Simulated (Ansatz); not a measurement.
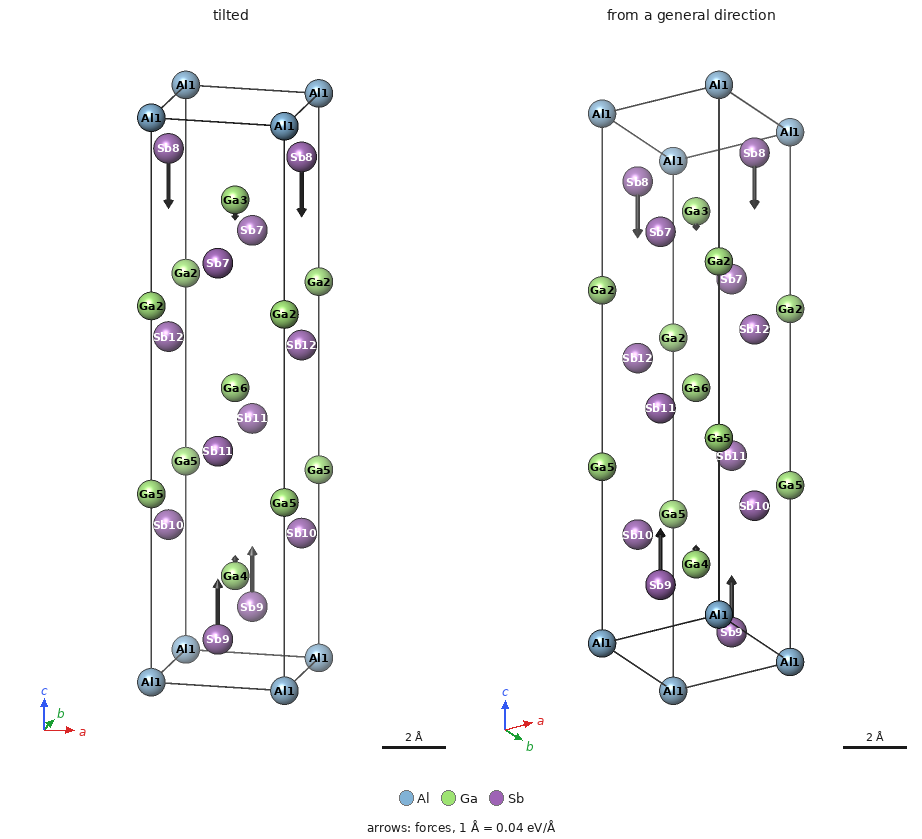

The crystal in a spheres-only representation, seen slightly off an axis and from a general direction. The simulation cell is drawn as a box. The arrows are the computed forces on the atoms.

System: AlGa5Sb6. Run with DFT r2SCAN, scalar-relativistic, plane waves, PAW (Ansatz 0.2.0) and these settings: a kinetic-energy cutoff of 500 eV, k-grid 8×8×2, Gaussian smearing of 0.1 eV, no spin polarisation.

Question: Judging by the arrows, is the geometry relaxed?

Answer: No. The atoms still feel forces of up to about 0.062 eV/Å, above a usual threshold of 0.01 to 0.03 eV/Å.

Question: Identify the atom with the maximum force.

Answer: Sb8 and Sb9, about 0.062 eV/Å.

Its origin is a structure type filled with these elements by a generator (whether the compound takes this form wasn't checked). Earlier steps of the study, as a rule a relaxation of our own, may have changed the cell and positions, so they can lie some per cent off the listed ones. It was run through Ansatz as a DFT input.
